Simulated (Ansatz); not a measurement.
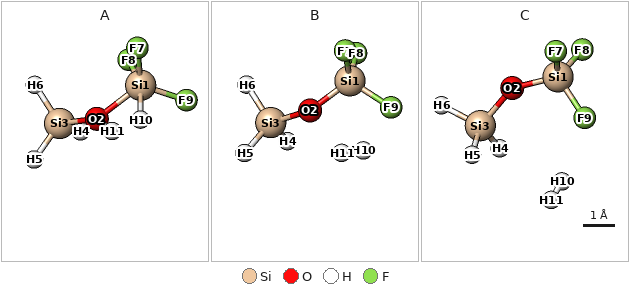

3 geometries from a converged minimum-energy path of Si$_{2}$H$_{5}$OF$_{3}$, made up at the start of Si2H3OF3 and H$_{2}$, shuffled. The picture is a ball-and-stick view, seen at a tilt.

These are results of RKS PBE/def2-SVP in Ansatz 0.2.0, not measurements. Settings: 5 movable images; climbing image; force threshold 0.03 eV/Å; iteration limit 60; starting path through a guess of the saddle point.

> Which frame is the transition state?

A. In order along the path, whose images run from 0 to 6: C (image 0, 0.0 kcal/mol), B (image 2, +0.4 kcal/mol), A (image 4, +42.3 kcal/mol). Breaking: H10–H11 (0.77 → 1.15 at the top → 3.11 Å), Si1–O2 (1.62 → 1.82 at the top → 2.57 Å). Forming: O2–H11 (4.46 → 1.15 at the top → 0.98 Å), Si1–H10 (3.68 → 1.68 at the top → 1.48 Å).

Limits of the set-up: the start holds two separate molecules, 2.5 Å apart at their closest, whose relative position is a soft coordinate and is computed without a dispersion correction.
